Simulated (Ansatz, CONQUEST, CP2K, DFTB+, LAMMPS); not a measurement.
# CONQUEST runs on amorphous carbon (100 atoms)

Wanted: CONQUEST inputs and outputs for amorphous carbon (100 atoms), checked against a plane-wave reference.

Program: CONQUEST 1.3. Level of theory: the method is named at each step. Results are calculated unless marked as measured.

### 1. Set-up

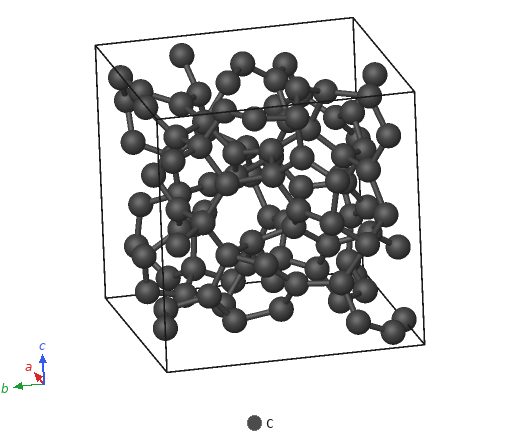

The starting structure, seen from a free direction (carbon dark grey). Bonds to atoms that aren't drawn are left out. Some periodic images of atoms are drawn too.

The cell holds 100 atoms: 100 C. Cell: a = 8.808 Å, b = 8.808 Å, c = 8.808 Å, α = 90.0°, β = 90.0°, γ = 90.0°. 100 atoms (100 C) placed at random at 2.92 g/cm³, melted at 6000 K for 10 ps at fixed volume with the Tersoff potential (Tersoff, Phys. Rev. B 39, 5566 (1989)). Quenched from 6000 K to 300 K at 100 K/ps and fixed volume, held 5 ps, then minimised at fixed cell.

The yardstick, on the same geometry:

* method: Kohn-Sham DFT, PBE, PAW, plane waves (Ansatz 0.2.0); cutoff 420 eV, Γ point, fermi-dirac smearing of 0.05 eV; PAW set soft_2
* r.m.s. force component: 1.236 eV/Å
* longest force: 3.782 eV/Å
* pressure: 4.033 GPa
* SCF cycles: 9
* time: 5.5 s on 4 threads of Intel Xeon Platinum 8559C (Emerald Rapids), shared host
* CPU time: 19 s

### 2. PBE, grid 80 Ha

Method: Kohn-Sham DFT, PBE, norm-conserving pseudopotentials, pseudo-atomic orbitals (double zeta with polarisation), diagonalisation.

The .ion files beside the input carry potential, basis and functional.

File Conquest_input:

```
IO.Title cell
IO.Coordinates coords.dat
IO.FractionalAtomicCoords T
IO.Iprint 1
General.NumberOfSpecies 1
AtomMove.TypeOfRun static
AtomMove.CalcStress T
Grid.GridCutoff 80
DM.SolutionMethod diagon
SC.MaxIters 100
SC.LinearMixingFactor 0.1
SC.KerkerPreCondition T
minE.SCTolerance 1e-06
Diag.kT 0.001837
Diag.MPMesh T
Diag.GammaCentred T
Diag.MPMeshX 1
Diag.MPMeshY 1
Diag.MPMeshZ 1
%block ChemicalSpeciesLabel
1 12.011 C
%endblock
```

File coords.dat:

```
16.644141 0.000000 0.000000
0.000000 16.644141 0.000000
0.000000 0.000000 16.644141
100
0.66621 0.75259 0.83755 1 T T T
0.86239 0.74927 0.57293 1 T T T
0.08242 0.42560 0.76141 1 T T T
0.87460 0.78303 0.09268 1 T T T
0.03390 0.19775 0.40852 1 T T T
0.48233 0.56666 0.23955 1 T T T
0.05992 0.10607 0.04344 1 T T T
0.59827 0.69401 0.42438 1 T T T
0.42351 0.92528 0.64719 1 T T T
0.85834 0.93951 0.90667 1 T T T
0.46605 0.59830 0.68586 1 T T T
0.44529 0.30332 0.20210 1 T T T
0.17654 0.42632 0.52589 1 T T T
0.86967 0.24331 0.75930 1 T T T
0.45091 0.21669 0.06459 1 T T T
0.85960 0.45606 0.14766 1 T T T
0.50414 0.70160 0.80874 1 T T T
0.58836 0.78520 0.10884 1 T T T
0.76131 0.10963 0.11930 1 T T T
0.76218 0.09137 0.29602 1 T T T
0.67286 0.38153 0.89076 1 T T T
0.88743 0.09730 0.41560 1 T T T
0.25519 0.49093 0.11926 1 T T T
0.11853 0.91759 0.79070 1 T T T
0.61718 0.31311 0.47530 1 T T T
0.57080 0.15471 0.49280 1 T T T
0.73468 0.71585 0.16354 1 T T T
0.77203 0.13442 0.68709 1 T T T
0.74757 0.56092 0.09436 1 T T T
0.19618 0.51589 0.66873 1 T T T
0.23735 0.69233 0.36022 1 T T T
0.30760 0.41736 0.42296 1 T T T
0.29204 0.66418 0.08224 1 T T T
0.58043 0.35786 0.75541 1 T T T
0.83831 0.62010 0.67103 1 T T T
0.58765 0.08840 0.05078 1 T T T
0.88820 0.72443 0.41488 1 T T T
0.22391 0.40137 0.98964 1 T T T
0.83884 0.03509 0.57120 1 T T T
0.09898 0.97681 0.14254 1 T T T
0.51250 0.60298 0.95102 1 T T T
0.19511 0.69320 0.94216 1 T T T
0.57040 0.57410 0.56108 1 T T T
0.06992 0.44302 0.92594 1 T T T
0.29027 0.12776 0.37013 1 T T T
0.70198 0.89897 0.89260 1 T T T
0.26125 0.93558 0.16611 1 T T T
0.55282 0.93820 0.15022 1 T T T
0.61466 0.06102 0.37027 1 T T T
0.39690 0.83907 0.79633 1 T T T
0.37025 0.20064 0.66094 1 T T T
0.33584 0.28116 0.32710 1 T T T
0.55372 0.41812 0.22528 1 T T T
0.32612 0.27049 0.93440 1 T T T
0.98292 0.87608 0.19696 1 T T T
0.91550 0.68670 0.94951 1 T T T
[... 40 atom lines left out ...]
0.93801 0.36266 0.01832 1 T T T
0.58816 0.01724 0.89669 1 T T T
0.82090 0.31014 0.90055 1 T T T
0.31363 0.00484 0.00810 1 T T T
```

Launch:

```console
> OMP_NUM_THREADS=1 mpirun -np 4 Conquest > output.txt
```

Numbers of over 12 decimals in the logs are rounded to 6 here.

Conquest_out:

```text
      Simulation cell dimensions:    16.6441 a0 x    16.6441 a0 x    16.6441 a0
        This calculation includes non-local pseudopotentials,
         with a maximum core radius of      6.24713685
    Job title: cell
    Job to be run: static calculation
    Ground state search:
      Support functions represented with PAO basis
      1:1 PAO to SF mapping
      Non-spin-polarised electrons
      Solving for the K matrix using diagonalisation
      Using Fermi-Dirac smearing
    Integration grid size:     72 x   72 x   72
    Integration grid spacing:  0.231 a0 x 0.231 a0 x 0.231 a0
    Number of species:  1
    --------------------------------------------------------
    |   #  mass (au)  Charge (e)  SF Rad (a0)  NSF  Label  |
    --------------------------------------------------------
    |   1     12.011       4.000        6.704   13  C      |
    --------------------------------------------------------
          SCF tolerance:                 0.00000100
          SCF iterations:               100
    The calculation will be performed on     4 processes
    The calculation will be performed on     1 thread
    Using the default matrix multiplication kernel
    The functional used will be GGA PBE96
    set_atom_dens: In set_atomic_density, electrons :     400.000000000000
    PulayMixSC: Starting Pulay mixing, A_up =  0.100 A_dn =  0.100
    PulayMixSC: Spin non-polarised calculation.
    PulayMixSC: with Kerker preconditioning, q0 =  0.100
          Harris-Foulkes Energy            :      -598.992901 Ha
          Free Energy (E-TS)               :      -598.999544 Ha
    PulayMixSC: Pulay iteration     1 residual:              0.20271E-02
          Harris-Foulkes Energy            :      -598.741793 Ha
          Free Energy (E-TS)               :      -598.749102 Ha
    PulayMixSC: Pulay iteration     2 residual:              0.17774E-02
          Harris-Foulkes Energy            :      -598.078573 Ha
          Free Energy (E-TS)               :      -598.087912 Ha
    PulayMixSC: Pulay iteration     3 residual:              0.79190E-03
          Harris-Foulkes Energy            :      -597.980277 Ha
          Free Energy (E-TS)               :      -597.989516 Ha
    PulayMixSC: Pulay iteration     4 residual:              0.29739E-03
          Harris-Foulkes Energy            :      -597.973759 Ha
          Free Energy (E-TS)               :      -597.982924 Ha
    PulayMixSC: Pulay iteration     5 residual:              0.18159E-03
          Harris-Foulkes Energy            :      -597.970908 Ha
          Free Energy (E-TS)               :      -597.979822 Ha
    PulayMixSC: Pulay iteration     6 residual:              0.97052E-04
          Harris-Foulkes Energy            :      -597.970755 Ha
          Free Energy (E-TS)               :      -597.979761 Ha
    PulayMixSC: Pulay iteration     7 residual:              0.52546E-04
          Harris-Foulkes Energy            :      -597.970760 Ha
          Free Energy (E-TS)               :      -597.979816 Ha
    PulayMixSC: Pulay iteration     8 residual:              0.37699E-04
          Harris-Foulkes Energy            :      -597.970775 Ha
          Free Energy (E-TS)               :      -597.979853 Ha
    PulayMixSC: Pulay iteration     9 residual:              0.15442E-04
          Harris-Foulkes Energy            :      -597.970810 Ha
          Free Energy (E-TS)               :      -597.979854 Ha
    PulayMixSC: Pulay iteration    10 residual:              0.84862E-05
          Harris-Foulkes Energy            :      -597.970812 Ha
          Free Energy (E-TS)               :      -597.979855 Ha
    PulayMixSC: Pulay iteration    11 residual:              0.71683E-05
          Harris-Foulkes Energy            :      -597.970804 Ha
          Free Energy (E-TS)               :      -597.979852 Ha
    PulayMixSC: Pulay iteration    12 residual:              0.33928E-05
          Harris-Foulkes Energy            :      -597.970803 Ha
          Free Energy (E-TS)               :      -597.979852 Ha
    PulayMixSC: Pulay iteration    13 residual:              0.12730E-05
          Harris-Foulkes Energy            :      -597.970808 Ha
          Free Energy (E-TS)               :      -597.979852 Ha
    PulayMixSC: Pulay iteration    14 residual:              0.85708E-06
    PulayMixSC: Reached SCF tolerance of  0.85708E-06 after     14 iterations
      | Number of electrons      =       400.000094
      | GS Energy as E-(1/2)TS   =      -597.975330 Ha
      | Free Energy as E-TS      =      -597.979852 Ha
      |* Harris-Foulkes energy   =      -597.970808 Ha
      |* DFT total energy        =      -597.970808 Ha
    force: Forces on atoms (Ha/a0)
    force:  Atom   X              Y              Z
    force:     1  -0.0002676835   0.0455406655  -0.0140360883
    force:     2   0.0178324289  -0.0223091795   0.0647858961
    force:     3  -0.0273686125  -0.0141420474  -0.0240345246
    force:     4   0.0533123951   0.0064271706   0.0045111476
    force:     5  -0.0027901973  -0.0121691075  -0.0178644077
    force:     6  -0.0468865972  -0.0212908473   0.0226634309
    force:     7  -0.0369397336  -0.0299701383  -0.0008247407
    force:     8   0.0157014644   0.0008962491   0.0043307721
    force:     9   0.0112356697   0.0024853408  -0.0272166943
    force:    10   0.0047721021   0.0476717279   0.0122360964
    force:    11   0.0185511408  -0.0023433794  -0.0331228270
    force:    12  -0.0704332198  -0.0298582119   0.0067311124
    force:    13   0.0172222514   0.0074041045  -0.0388129961
    force:    14  -0.0109430891  -0.0245319123  -0.0339405909
    force:    15   0.0037810019  -0.0492988428  -0.0247872857
    force:    16  -0.0061707613  -0.0091756048  -0.0042847361
    force:    17   0.0191506036   0.0013622852   0.0090963204
    force:    18  -0.0228774249   0.0153888757   0.0024629773
    force:    19   0.0026856368  -0.0329026346   0.0272979129
    force:    20  -0.0005681702   0.0107200332  -0.0098157057
    force:    21   0.0462743939  -0.0122321140  -0.0056205879
    force:    22  -0.0368238857  -0.0088424502  -0.0335156431
    force:    23  -0.0137411609   0.0042238983   0.0162465346
    force:    24   0.0015535234  -0.0200633200  -0.0100654374
[...]
force:    93   0.0006235366   0.0262621806   0.0048240139
    force:    94  -0.0105191550   0.0079877555  -0.0054163949
    force:    95   0.0248611977   0.0226042022   0.0301749081
    force:    96   0.0372108527   0.0089041128   0.0609745136
    force:    97  -0.0244712847   0.0168806626   0.0087358335
    force:    98  -0.0274046066   0.0180787912   0.0077238799
    force:    99  -0.0204193449   0.0206575299   0.0147839127
    force:   100   0.0256793710   0.0166781883   0.0174688513
    force: Maximum force :        0.07253979(Ha/a0) on atom        25 in y direction
    force: Force Residual:        0.04214417 Ha/a0
    force: Total stress:        -11.96067427   -10.27980021    -7.49486473 GPa
    force: Average pressure:      9.91177973 GPa
    get_E_and_F: Change in energy during last step of electronic optimisation: -0.45617E-05
```

The job ended after 2.9 min (4 MPI ranks of Intel Xeon Platinum 8559C (Emerald Rapids), shared host; peak memory 6.5 GiB).

Banners, paths, timers and routine set-up lines are dropped from the logs unmarked, and long logs keep their key lines alone; longer cuts are marked.

Numbers from this run, and their distance from the reference:

```yaml
r_m_s_force_component: 1.251 eV/Å
r_m_s_difference_of_force_components: 127 meV/Å
longest_difference_of_force_vectors: 418.9 meV/Å
force_difference_over_r_m_s_force: 10.28 %
slope_of_forces_against_the_reference_s: 1.007
correlation_of_force_components: 0.9949
pressure: 9.912 GPa
pressure_difference: 5.879 GPa
```

This run lies far from the reference in forces at the same functional.

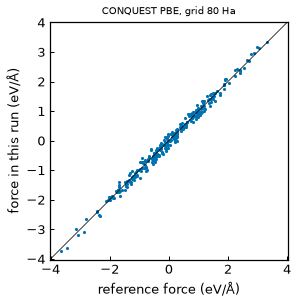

Force components against those of the reference; the line marks equality.

Local excerpt of 11 atoms (numbers count through the whole input) about C12, which bears the longest force; x, y, z are measured from there.

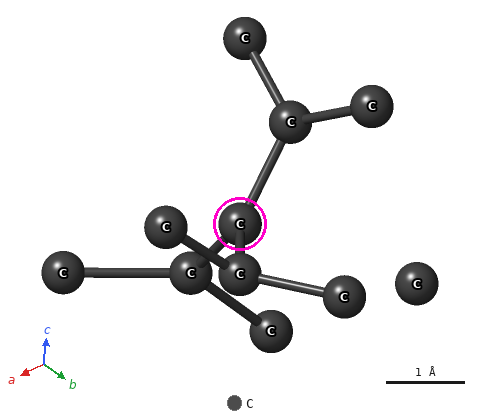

The atoms of the table, within 2.6 Å (arrows a, b, c point along x, y, z); some may hide others; the central atom is ringed.

| atom | x | y | z | distance (Å) | bonds | Fx | Fy | Fz (eV/Å) |
| --- | --- | --- | --- | --- | --- | --- | --- | --- |
| C12 | 0.00 | 0.00 | 0.00 | 0.00 | 3 | -3.62 | -1.54 | 0.35 |
| C53 | 0.96 | 1.01 | 0.20 | 1.41 | 3 | 1.35 | 1.34 | 0.62 |
| C15 | 0.05 | -0.76 | -1.21 | 1.43 | 3 | 0.19 | -2.54 | -1.27 |
| C52 | -0.96 | -0.20 | 1.10 | 1.48 | 3 | 0.92 | -0.95 | 1.12 |
| C80 | 1.94 | 0.56 | 1.13 | 2.32 | 3 | 2.69 | 0.84 | -1.20 |
| C6 | 0.33 | 2.32 | 0.33 | 2.37 | 3 | -2.41 | -1.09 | 1.17 |
| C23 | -1.67 | 1.65 | -0.73 | 2.46 | 3 | -0.71 | 0.22 | 0.84 |
| C32 | -1.21 | 1.00 | 1.95 | 2.50 | 3 | 0.60 | 0.30 | -0.62 |
| C45 | -1.37 | -1.55 | 1.48 | 2.54 | 3 | 0.48 | 2.05 | -0.73 |
| C54 | -1.05 | -0.29 | -2.36 | 2.60 | 4 | -0.42 | 0.47 | 1.50 |
| C36 | 1.25 | -1.89 | -1.33 | 2.63 | 4 | 1.67 | 0.96 | 2.39 |

Forces lie 10 % from the reference's, at 37 times its CPU time.

### 3. PBE, grid 40 Ha

Method: Kohn-Sham DFT, PBE, norm-conserving pseudopotentials, pseudo-atomic orbitals (double zeta with polarisation), diagonalisation.

Conquest_input, as its differences from that of step 2:

```diff
@@ -7,3 +7,3 @@
 AtomMove.CalcStress T
-Grid.GridCutoff 80
+Grid.GridCutoff 40
 DM.SolutionMethod diagon
```

coords.dat is that of step 2.

Launch:

```console
> OMP_NUM_THREADS=1 mpirun -np 2 Conquest > output.txt
```

Conquest_out:

```text
      Simulation cell dimensions:    16.6441 a0 x    16.6441 a0 x    16.6441 a0
        This calculation includes non-local pseudopotentials,
         with a maximum core radius of      6.24713685
    Job title: cell
    Job to be run: static calculation
    Ground state search:
      Support functions represented with PAO basis
      1:1 PAO to SF mapping
      Non-spin-polarised electrons
      Solving for the K matrix using diagonalisation
      Using Fermi-Dirac smearing
    Integration grid size:     48 x   48 x   48
    Integration grid spacing:  0.347 a0 x 0.347 a0 x 0.347 a0
    Number of species:  1
    --------------------------------------------------------
    |   #  mass (au)  Charge (e)  SF Rad (a0)  NSF  Label  |
[... lines left out ...]
    The functional used will be GGA PBE96
[... lines left out ...]
          Free Energy (E-TS)               :      -599.000445 Ha
[... lines left out ...]
          Harris-Foulkes Energy            :      -598.743100 Ha
          Free Energy (E-TS)               :      -598.750408 Ha
    PulayMixSC: Pulay iteration     2 residual:              0.17775E-02
          Harris-Foulkes Energy            :      -598.081242 Ha
          Free Energy (E-TS)               :      -598.090571 Ha
    PulayMixSC: Pulay iteration     3 residual:              0.79213E-03
[...]
Harris-Foulkes Energy            :      -597.973556 Ha
          Free Energy (E-TS)               :      -597.982598 Ha
    PulayMixSC: Pulay iteration    13 residual:              0.13102E-05
          Harris-Foulkes Energy            :      -597.973560 Ha
          Free Energy (E-TS)               :      -597.982598 Ha
    PulayMixSC: Pulay iteration    14 residual:              0.91477E-06
    PulayMixSC: Reached SCF tolerance of  0.91477E-06 after     14 iterations
      | Number of electrons      =       400.000272
      | GS Energy as E-(1/2)TS   =      -597.978079 Ha
      | Free Energy as E-TS      =      -597.982598 Ha
      |* Harris-Foulkes energy   =      -597.973560 Ha
      |* DFT total energy        =      -597.973560 Ha
    force: Forces on atoms (Ha/a0)
    force:  Atom   X              Y              Z
    force:     1  -0.0001703177   0.0450201607  -0.0149804076
    force:     2   0.0174466613  -0.0222538080   0.0651572565
    force:     3  -0.0273155532  -0.0142523173  -0.0243789217
[...]
force:    99  -0.0205826021   0.0207671261   0.0141669217
    force:   100   0.0258090321   0.0161104081   0.0171617706
    force: Maximum force :        0.07266704(Ha/a0) on atom        25 in y direction
    force: Force Residual:        0.04213513 Ha/a0
    force: Total stress:        -12.03601171   -10.25573344    -7.42586911 GPa
    force: Average pressure:      9.90587142 GPa
    get_E_and_F: Change in energy during last step of electronic optimisation: -0.37697E-05
```

Run time: 3 min. Hardware: 2 MPI ranks; peak memory 3.3 GiB.

Compared with the plane-wave run:

```
r.m.s. force component                          : 1.251 eV/Å
r.m.s. difference of force components           : 130.6 meV/Å
longest difference of force vectors             : 393.9 meV/Å
force difference over r.m.s. force              : 10.57 %
slope of forces against the reference's         : 1.006
correlation of force components                 : 0.9946
pressure                                        : 9.906 GPa
pressure difference                             : 5.873 GPa
energy less the same-level run's                : -0.7472 meV/atom
r.m.s. force difference from the same-level run : 22.78 meV/Å
```

This is a coarse setting, run to see what it loses.

Against the first run (10 %), the force difference from the reference is 11 %, at 0.52 times the CPU time (on 2 against 4 cores): the change moves forces by 23 meV/Å r.m.s., so most of the difference comes from elsewhere.

### 4. All runs compared

Differences are against the plane-wave reference, forces as r.m.s. over components; share is that over the reference's r.m.s. force, slope the least-squares factor from reference forces to these. Total energies of different programs have different zeros and aren't compared.

| run | Δ force, r.m.s. (meV/Å) | share (%) | slope | Δ pressure (GPa) | cores | CPU time | memory (GiB) |
| --- | --- | --- | --- | --- | --- | --- | --- |
| reference | - | - | - | - | 4 | 19 s | 0.97 |
| CONQUEST PBE, grid 80 Ha | 127 | 10.3 | 1.007 | 5.88 | 4 | 12 min | 6.5 |
| CONQUEST PBE, grid 40 Ha (coarse) | 131 | 10.6 | 1.006 | 5.87 | 2 | 6 min | 3.3 |

Rows marked coarse were listed beforehand as settings not expected to be converged; some can still land near the reference.

CPU time is summed over cores on a shared host, where runs went side by side, so it is rough. Symmetry, cutoffs, thresholds, outputs and thread counts weren't matched or tuned between programs; memory under MPI is the largest rank's times the ranks.

Within one program, basis, potentials and functional, energies share a zero. Each run against its twin at the usual cutoff or grid and solver:

| run | twin | Δ energy (meV/atom) | Δ force, r.m.s. (meV/Å) | CPU time over the twin's |
| --- | --- | --- | --- | --- |
| CONQUEST PBE, grid 40 Ha | grid 80 Ha | -0.747 | 22.8 | 0.52 (this twin ran on 4 cores) |

### 5. Summary of results

- nearest in forces: CONQUEST PBE, grid 80 Ha, 10 %
- its CPU time: 12 min

What this shows: The PBE run in local orbitals, coarse settings apart, differs by 10 % (CONQUEST PBE, grid 80 Ha); basis, grid and potentials can all enter. Runs with settings chosen to be coarse differ by 11 % (CONQUEST PBE, grid 40 Ha), their programs' other errors included. None of the electronic-structure runs in the table takes under half the reference's CPU time of 19 s; they take 19 to 37 times as much. In pressure, CONQUEST PBE, grid 80 Ha misses by +5.9 GPa, at the same functional. The quench rate of 100 K/ps is many orders above laboratory rates, so the cell is likely richer in defects and strain than a real sample. The network of bonds at the start is that of the classical potential that made the cell, and needn't be the one that DFT or experiment would give. The reference's stress is far from hydrostatic: its diagonal is 6.2, 4.6, 1.4 GPa, compression counted positive. The reference's pressure of 4.0 GPa belongs to a cell and atoms that aren't relaxed at this level. The electronic-structure runs sample only Γ, in a cell whose shortest periodic width is 9 Å, which is coarse for a cell with partly filled levels.

[Also dropped from logs without a mark: logging warnings of Python, and SIESTA's first energy breakdown and zero terms.]

[Logs are printed without paths, hosts, clocks, repeated set-up lines and the standing remarks that a program may print on its own settings, such as how far it seeks lower states.]

[Hosts, paths, dates, database ids (printed as entryN), source tags and the programs' standing remarks are cut or masked in the printed files.]
